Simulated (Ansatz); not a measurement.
**TiO2 (I4_1/amd): refractive index against wavelength**

The refractive index of TiO2 (I4_1/amd) along x below the direct gap (2.46 eV on the mesh) is read from one computed spectrum, n = √(Re ε). x, y and z are the Cartesian axes of the input cell.

Symmetry: I4_1/amd, No. 141, tetragonal system. The conventional cell has a = 3.784 Å, b = 3.784 Å, c = 9.515 Å, α = 90.00°, β = 90.00°, γ = 90.00°. Around Ti on site a lie 6 O at 1.93 to 1.98 Å. Around O on site e lie 3 Ti at 1.93 to 1.98 Å.

Method: Ansatz 0.2.0, PBE, independent particles, k-mesh 8×8×8 with interpolation inside its cells, Gaussian parameter 0.15 eV.

Launch of the response step: `ansatz run input.yaml --threads 4 --pin off --max-ram 8192MiB --backend cpu --events-out ev --progress --plain --runs-dir out`. The run took 25 s, on 4 threads of Arm Neoverse V2, on a shared host.

```
wavelength (nm)  photon energy E (eV)       n
           3000                 0.413  2.6404
           2000                 0.620  2.6514
           1550                 0.800       ?
           1310                 0.946  2.6790
           1064                 1.165  2.7057
            850                 1.459  2.7547
            700                 1.771  2.8305
```

In the single-oscillator model n² − 1 = E₀E_d/(E₀² − E²), so 1/(n² − 1) = E₀/E_d − E²/(E₀E_d) is linear in E².

Working, on the rows shown:

| x = E² (eV²) | y = 1/(n² − 1) |
| --- | --- |
| 0.170801 | 0.167456 |
| 0.384302 | 0.16584 |
| 0.895757 | 0.16189 |
| 1.35784 | 0.158208 |
| 2.12762 | 0.151783 |
| 3.13716 | 0.142618 |

Means: x̄ = 1.3456, ȳ = 0.15797. Σ(x − x̄)(y − ȳ) = -0.05281, Σ(x − x̄)² = 6.328. Slope = -0.05281 / 6.328 = -0.008346; intercept = ȳ − slope · x̄ = 0.1692. Turned back into n, the line misses the rows shown by at most 0.0034.

**Question.** Predict the last column of the withheld row from the fit.

**Answer.** At x = 0.63984 the line gives y = 0.16386, that is 2.6651. The run gave 2.6649, so the interpolation is off by 0.00023, 0.1 % of the range in the table.

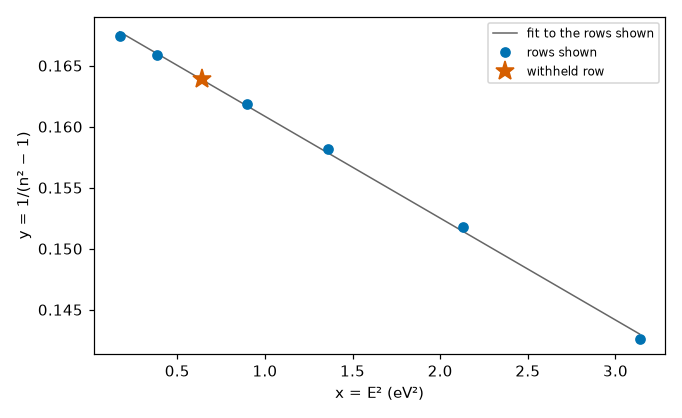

Refitted with all rows, the slope is -0.008349 and the intercept 0.1692. These give E₀ = √(intercept/−slope) = 4.50 eV and E_d = E₀/intercept = 26.6 eV; E₀ is 1.8 times the direct gap. The electronic limit at long wavelengths, without lattice vibrations, is n = √(1 + 1/intercept) = 2.629. Excitons are left out and so are local fields; PBE gaps are as a rule too small.

[Logs are printed without paths, hosts, clocks, repeated set-up lines and the standing remarks that a program may print on its own settings, such as how far it seeks lower states.]
